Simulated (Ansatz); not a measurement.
```xyz
9

Ge   -0.1405    1.2064   -0.1988
H    -1.9625   -2.0367    0.2045
H    -0.3319    1.0298   -1.7167
H    -1.4829    0.9603    0.5128
H     0.3121    2.6501    0.0884
H    -1.5932   -2.2134    0.8462
As    1.5175   -0.3092    0.7220
H     2.5833    0.1649   -0.2616
H     1.0981   -1.4520   -0.1968
```

All numbers below come from RKS PBE0-D4/def2-SVP in Ansatz 0.2.0.

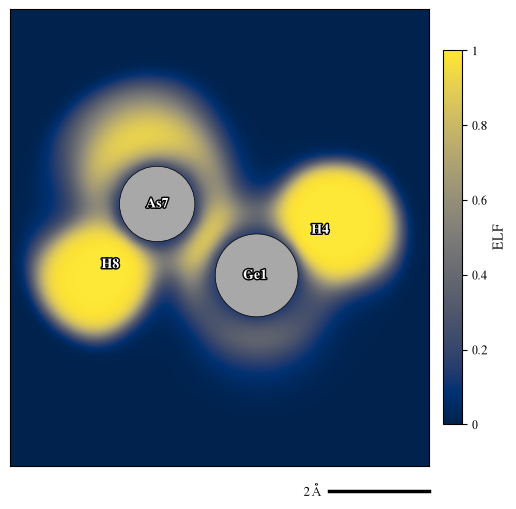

AsGeH$_{5}$···H$_{2}$. ELF on the plane of atoms H4, Ge1 and As7. Grey discs cover the atomic cores.

### What do the fields say about this system?

The plane passes through Ge, H and As nuclei.
Ge–As (2.43 Å): the ELF peaks at about 0.85 between the atoms, as expected for a covalent bond.
As–H (1.53 Å): the ELF climbs to about 1 towards the hydrogen, as it does in any bond to H.
Ge–H (1.54 Å): the ELF climbs to about 1 towards the hydrogen.
The ELF also peaks beside As7, away from the bonds: lone-pair regions.
